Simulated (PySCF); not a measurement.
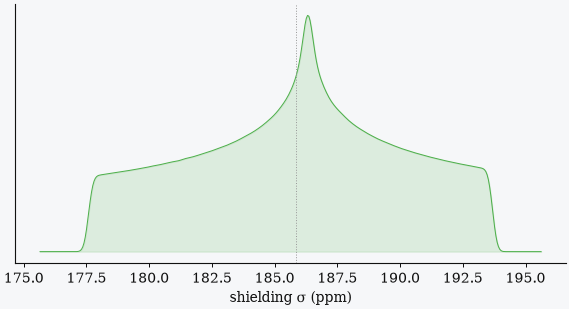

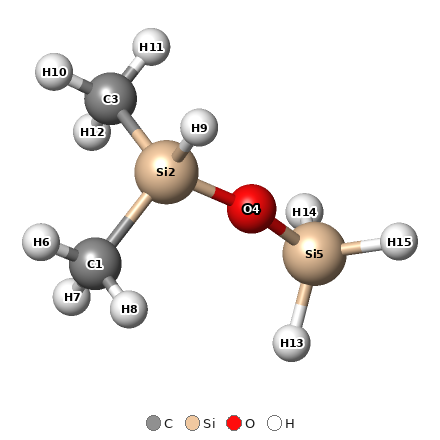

Static powder pattern (¹³C) from GIAO shielding tensors of C₂H₁₀OSi₂, SMILES C[SiH](C)O[SiH3], PBE0/pcSseg-1 with PySCF, at a GFN2-xTB geometry (no frequency check); absolute shielding, one fixed geometry of the isolated molecule without any motion, no dipolar terms. The dotted line is the isotropic value; skew is 3(σiso − σ22)/span.

The pattern belongs to C3. Give the principal values, span and skew.

C3: σ11, σ22, σ33 = 178, 186, 194 ppm, isotropic 186, span 16 ppm, skew −0.09.

Caveats: the tight-binding geometry is rougher than a DFT one and adds to the error; one conformer of a flexible molecule.
